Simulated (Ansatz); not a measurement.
# triplet PHF2 at 6 levels

Aim: a comparison of 6 runs (U-r2SCAN0/STO-3G, U-wB97M-V/STO-3G, UB2PLYP/STO-3G, UB3LYP/STO-3G, UPBE0/STO-3G, UCCSD/STO-3G) of triplet PHF2. 

The calculation is run with Ansatz 0.2.0.

65 further runs of the same task are left out: 6 that didn't finish, 59 set aside as unsound or not needed.

### 1 The system as given

PHF2: 4 atoms, total charge 0, spin state triplet. As SMILES of the parent species, `FPF`. Geometry: relaxed at GFN2-xTB. That shape belongs to the parent species and isn't relaxed for this state.

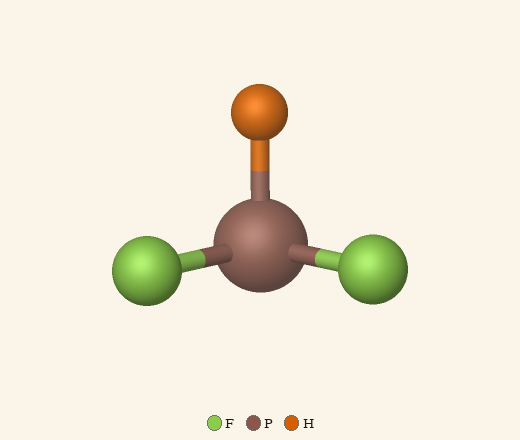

The structure, seen from a chosen angle (fluorine green, phosphorus brown, hydrogen orange).

### 2 The energy at U-r2SCAN0/STO-3G (run 1)

File input.yaml:

```yaml
crystal:
  periodic: [false, false, false]
  atoms:
    - {symbol: F, position_ang: [1.200700, 0.603880, -0.244050]}
    - {symbol: P, position_ang: [-0.020800, -0.433020, -0.460000]}
    - {symbol: F, position_ang: [-1.177160, 0.665480, -0.195640]}
    - {symbol: H, position_ang: [-0.002740, -0.836340, 0.899690]}
basis:
  gaussian:
    orbitals: STO-3G
magnetization:
  spin_polarized: true
  initial_magnetization: 2
hamiltonian:
  xc: {name: r2SCAN0}
accuracy: high
```

On the command line:

```
ansatz run input.yaml --threads 1 --pin off --max-ram 2610MiB --events-out events.jsonl --progress --plain --runs-dir runs
```

Log:

```text
Warning: RAYON_NUM_THREADS=1 ignored (pool sized by the plan → 1); use --threads N
Functional definition: r2SCAN0
  name "r2SCAN0"
  parameter a = 0.25
  parameter k0 = 0.174
  parameter k1 = 0.065
  parameter a1 = 4.9479
  exchange = (1 - a)*r2scan_x(k0 = k0, k1 = k1, a1 = a1) + a*exact_x
  correlation = r2scan_c
361 factors; integrals over basis functions are off by at most 2.7e-8 eV
mean field evaluation 1: about -14543.5450 eV, gradient 1.2e1 eV
mean field evaluation 2: about -14543.4273 eV, gradient 1.3e1 eV
mean field evaluation 4: about -14544.8839 eV, gradient 2.9e-1 eV
mean field evaluation 8: about -14544.9081 eV, gradient 1.6e-2 eV
mean field evaluation 16: about -14544.9081 eV, gradient 7.7e-4 eV
mean field evaluation 32: about -14544.9081 eV, gradient 6.1e-8 eV
mean field -14544.90811114 eV, -534.5155141915 hartree, gradient 6.1e-8 eV, S^2 2.003649; 2 other end points of the search recorded, 0 dependent functions left out
reference -14544.90811149 eV, -534.5155142045 hartree; 18, 16 occupied and 2, 4 virtual orbitals, 361 factors
Total energy: -14544.90811149 eV, -534.5155142045 hartree
```

It took 8.1 s on 1 thread of Arm Neoverse V1, shared host; peak memory 0.22 GiB.

### 3 A single-point energy at U-wB97M-V/STO-3G (run 2)

File run.yaml:

```yaml
basis:
  gaussian:
    orbitals: STO-3G
crystal:
  periodic: [false, false, false]
  atoms:
    - {symbol: F, position_ang: [1.200700, 0.603880, -0.244050]}
    - {symbol: P, position_ang: [-0.020800, -0.433020, -0.460000]}
    - {symbol: F, position_ang: [-1.177160, 0.665480, -0.195640]}
    - {symbol: H, position_ang: [-0.002740, -0.836340, 0.899690]}
magnetization:
  spin_polarized: true
  initial_magnetization: 2
hamiltonian:
  xc: {name: wB97M-V}
accuracy: high
```

On the command line:

```
ansatz run run.yaml --threads 1 --pin off --max-ram 2610MiB --events-out events.jsonl --progress --plain --runs-dir runs
```

Log (excerpt; [...] marks lines left out):

```text
Warning: RAYON_NUM_THREADS=1 ignored (pool sized by the plan → 1); use --threads N
Functional definition: wB97M-V
  name "wB97M-V"
[...]
  gx(w, u) = 1 - cx + cx01*u + cx10*w
  gss(w, u) = css00 + css04*u^4 + css10*w + css20*w^2 + css43*w^4*u^3
  gos(w, u) = cos00 + cos10*w + (cos20 + cos21*u)*w^2 + (cos60 + cos61*u)*w^6
[...]
      + integral(e_c_pw_mod_opposite_spin*gos(b97_w_opposite, b97_u_opposite)) + vv10(b, c)
361 factors; integrals over basis functions are off by at most 2.7e-8 eV
128 factors; integrals over basis functions are off by at most 8.4e-10 eV
[...]
mean field -14547.71370452 eV, -534.6186178465 hartree, gradient 1.1e-8 eV, S^2 2.002457; 2 other end points of the search recorded, 0 dependent functions left out
reference -14547.71370610 eV, -534.6186179046 hartree; 18, 16 occupied and 2, 4 virtual orbitals, 361 factors
Total energy: -14547.71370610 eV, -534.6186179046 hartree
```

Wall time 76 s (1 thread of Arm Neoverse V1, shared host); peak memory 0.47 GiB.

### 4 The energy at UB2PLYP/STO-3G (run 3)

File input.yaml:

```yaml
crystal:
  periodic: [false, false, false]
  atoms:
    - symbol: F
      position_ang: [1.200700, 0.603880, -0.244050]
    - symbol: P
      position_ang: [-0.020800, -0.433020, -0.460000]
    - symbol: F
      position_ang: [-1.177160, 0.665480, -0.195640]
    - symbol: H
      position_ang: [-0.002740, -0.836340, 0.899690]
basis:
  gaussian:
    orbitals: STO-3G
magnetization:
  spin_polarized: true
  initial_magnetization: 2
hamiltonian:
  xc: {name: B2PLYP}
correlation:
  frozen_orbitals: {F: 1, H: 0, P: 5}
accuracy: high
```

On the command line:

```
ansatz run input.yaml --threads 1 --pin off --max-ram 2610MiB --events-out events.jsonl --progress --plain --runs-dir runs
```

Log (excerpt; [...] marks lines left out):

```text
Warning: RAYON_NUM_THREADS=1 ignored (pool sized by the plan → 1); use --threads N
Functional definition: B2PLYP
  name "B2PLYP"
[...]
361 factors; integrals over basis functions are off by at most 2.7e-8 eV
[...]
mean field -14535.70824908 eV, -534.1774254969 hartree, gradient 6.8e-8 eV, S^2 2.005393; 2 other end points of the search recorded, 0 dependent functions left out
7 core orbitals not correlated: weight in the atoms' cores, before any rotation towards them, 1.000 or more for the frozen orbitals, at most 0.000 for the correlated occupied ones
reference -14535.70826141 eV, -534.1774259497 hartree; 11, 9 occupied and 2, 4 virtual orbitals, 361 factors
second order -2.69721638 eV of doubles, -0.00000000 eV of singles
Total energy: -14536.43650983 eV, -534.2041885856 hartree
```

It took 4.8 s on 1 thread of Arm Neoverse V1, shared host; peak memory 0.13 GiB.

Runs 4 to 5 aren't shown in full; the table further down has their settings and results.

### 5 A single-point energy at UCCSD/STO-3G (run 6)

File job.yaml:

```yaml
crystal:
  periodic: [false, false, false]
  atoms:
    - symbol: F
      position_ang: [1.200700, 0.603880, -0.244050]
    - symbol: P
      position_ang: [-0.020800, -0.433020, -0.460000]
    - symbol: F
      position_ang: [-1.177160, 0.665480, -0.195640]
    - symbol: H
      position_ang: [-0.002740, -0.836340, 0.899690]
basis:
  gaussian:
    orbitals: STO-3G
magnetization:
  spin_polarized: true
  initial_magnetization: 2
correlation:
  method: ccsd
  frozen_orbitals: {F: 1, H: 0, P: 5}
accuracy: high
scf:
  omitted_lower_state_checks: [cluster_reference, increment]
```

On the command line:

```
ansatz run job.yaml --threads 1 --pin off --max-ram 2610MiB --events-out events.jsonl --progress --plain --runs-dir runs
```

Log:

```text
Warning: RAYON_NUM_THREADS=1 ignored (pool sized by the plan → 1); use --threads N
[... 14 lines left out ...]
7 core orbitals not correlated: weight in the atoms' cores, before any rotation towards them, 1.000 or more for the frozen orbitals, at most 0.000 for the correlated occupied ones
[... 51 lines left out ...]
Total energy: -14513.29476384 eV, -533.3537451068 hartree
Checks for a lower state left out: cluster_reference, increment
```

Run time: 0.58 s. Hardware: 1 thread of Arm Neoverse V1, shared host.

### 6 All runs side by side

```tsv
run	level	frozen core orbitals	energy (Eh)	⟨S²⟩	wall time
1	U-r2SCAN0/STO-3G	–	-534.515514	2.004	8.1 s
2	U-wB97M-V/STO-3G	–	-534.618618	2.002	76 s
3	UB2PLYP/STO-3G	7	-534.204189	2.005	4.8 s
4	UB3LYP/STO-3G	–	-534.575033	2.002	2.8 s
5	UPBE0/STO-3G	–	-534.306533	2.003	2.7 s
6	UCCSD/STO-3G	7	-533.353745	2.006	0.58 s
```

### 7 Summary of results

| quantity | value |
| --- | --- |
| run 6: total energy | -533.35375 Eh |
| run 6: correlation energy (7 core orbitals frozen) | -83.0 mEh |
| run 6: ⟨S²⟩ of the reference determinant | 2.006 |
| run 6: T1 diagnostic | 0.050 |

What this shows: Totals of different functionals can't be ranked against each other. In runs 1, 2, 3, 4, 5, 6 the basis is minimal, so the values are rough. All runs together took 95 s, the longest 76 s.
